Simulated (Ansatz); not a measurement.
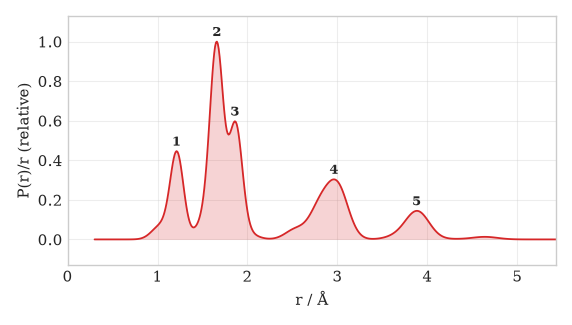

Simulated gas electron diffraction: radial distribution curve of CH₂FNSi. Each pair of atoms contributes with weight ZᵢZⱼ/r; damping constant 0.0015 Å²; vibrational amplitudes assumed, not computed: 0.05 Å for bonds, 0.078 Å for bonds to H, 0.06 + 0.015 r up to 0.15 Å for other pairs. The geometry is the end point of an optimisation (Ansatz 0.2.0, RKS PBE/def2-SVP); it may be a saddle point or a higher isomer. SMILES: N=C=[SiH]F.

Question: Which pairs of atoms lie under the numbered peaks? Mark bonded pairs by – and others by ···.

Answer: Peak 1, 1.21 Å: N–H 1.03 Å, N–C 1.21 Å, not resolved
Peak 2, 1.66 Å: Si–H 1.52 Å, Si–F 1.66 Å, not resolved
Peak 3, 1.86 Å: Si–C 1.87 Å
Peak 4, 2.96 Å: F···C 2.80 Å, Si···N 3.00 Å, not resolved
Peak 5, 3.88 Å: N···H 3.66 Å, Si···H 3.87 Å, F···N 3.89 Å, not resolved
